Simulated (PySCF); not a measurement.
**C3H5O2, doublet, SMILES `[O]CC1CO1`: what the electrons do**

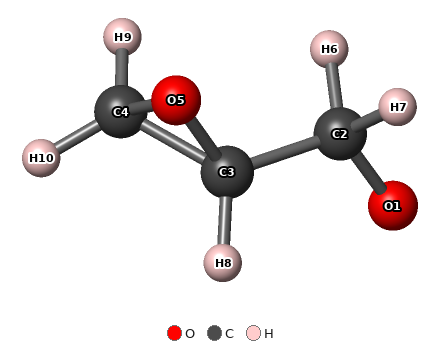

The molecule, with its atoms numbered as below. No frequency check shows the geometry to be a minimum.

Cartesian coordinates (Å):

```
O1      -2.1006   -0.2915   -0.1521
C2      -1.0185    0.2648    0.3162
C3       0.2731    0.0090   -0.4447
C4       1.4117   -0.6725    0.1848
O5       1.4077    0.7074   -0.0243
H6      -0.8727    0.0158    1.3994
H7      -1.1622    1.3764    0.4075
H8       0.1462   -0.0899   -1.5202
H9       1.3417   -0.9915    1.2192
H10      2.0931   -1.2461   -0.4326
```

Part 1: Bonding charge

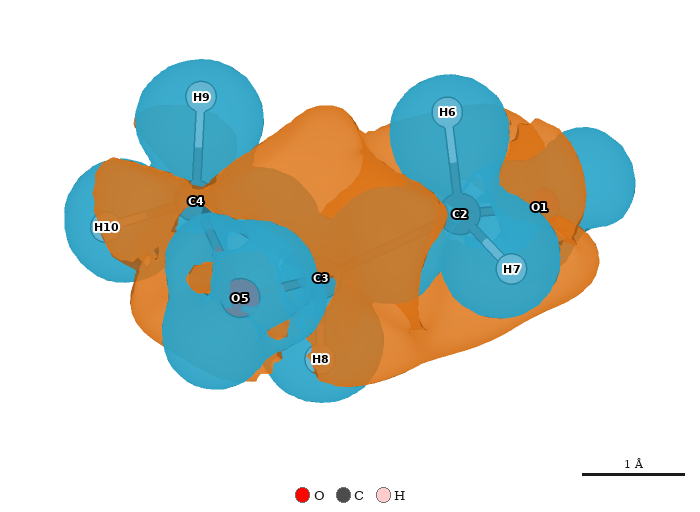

Deformation density (molecule less spherical, spin-averaged free atoms at the same positions), surfaces at ±0.05 e/Å³; light blue: gain, orange: loss.

Computed with PySCF, ωB97X/def2-TZVP, geometry: GFN2-xTB. The stability of the open-shell solution wasn't checked. GFN2-xTB doesn't know the spin state, so this open-shell geometry is rough.

**Describe the bonding that the map shows.**

The five largest and four smallest: C4–H10: +0.82 e/Å³ at the bond critical point (bond length 1.08 Å, Mayer order 1.0). C3–H8: +0.81 e/Å³ at the bond critical point (bond length 1.09 Å, Mayer order 0.9). C4–H9: +0.81 e/Å³ at the bond critical point (bond length 1.08 Å, Mayer order 1.0). C2–H6: +0.68 e/Å³ at the bond critical point (bond length 1.12 Å, Mayer order 0.9). C2–H7: +0.66 e/Å³ at the bond critical point (bond length 1.12 Å, Mayer order 0.9). C3–C4: +0.43 e/Å³ at the bond critical point (bond length 1.47 Å, Mayer order 1.0). O1–C2: +0.37 e/Å³ at the bond critical point (bond length 1.30 Å, Mayer order 1.2). C3–O5: +0.11 e/Å³ at the bond critical point (bond length 1.40 Å, Mayer order 1.0). C4–O5: +0.10 e/Å³ at the bond critical point (bond length 1.40 Å, Mayer order 1.0); up to 0.6 Å beside the axis the gain reaches +0.26 e/Å³. In all, 2.4 electrons gather in the regions of gain relative to the promolecule. A small or negative value marks a very polar bond, one between electron-rich atoms, whose free-atom densities already overlap strongly, a long bond to a heavier atom, or a closed-shell contact such as a hydrogen bond.

**Where do the Hirshfeld charges lie?**

The highest Hirshfeld charge is on H7 (+0.08 e), the lowest on O5 (−0.16 e).

Part 2: Local ionisation energy

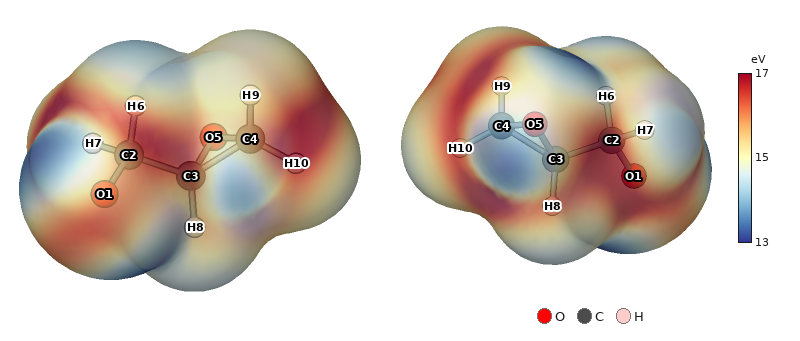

Average local ionisation energy on the surface of electron density 0.001 a.u. (back view left, front view right).

**Where are the most loosely bound electrons on this surface?**

The lowest value is 13.1 eV, near O1 (1.87 Å) and H8 (2.03 Å). Further minima include 13.1 eV, 1.8 Å from O5; 13.2 eV, 1.8 Å from O5; 13.3 eV, 1.8 Å from O1. For comparison, the highest occupied orbital lies at −10.2 eV.

**What volume does the surface enclose, and what is the dipole moment?**

About 95 Å³; the dipole moment is 1.1 D.

Part 3: Spin density

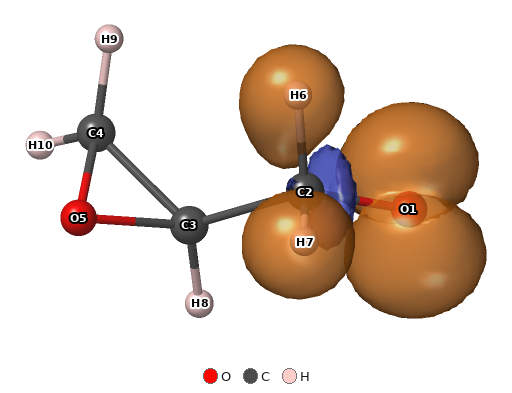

Spin density ρα − ρβ at ±0.03 e/Å³ (orange: excess α, blue: excess β).

**How is the spin shared among the atoms?**

Hirshfeld spin populations: O1 +0.77, H7 +0.08, C2 +0.08 and H6 +0.06. ⟨S²⟩ = 0.76, as for a pure state. The picture also shows regions of β spin from spin polarisation; the Hirshfeld sums, whose atoms overlap, net them against the α spin of neighbours.
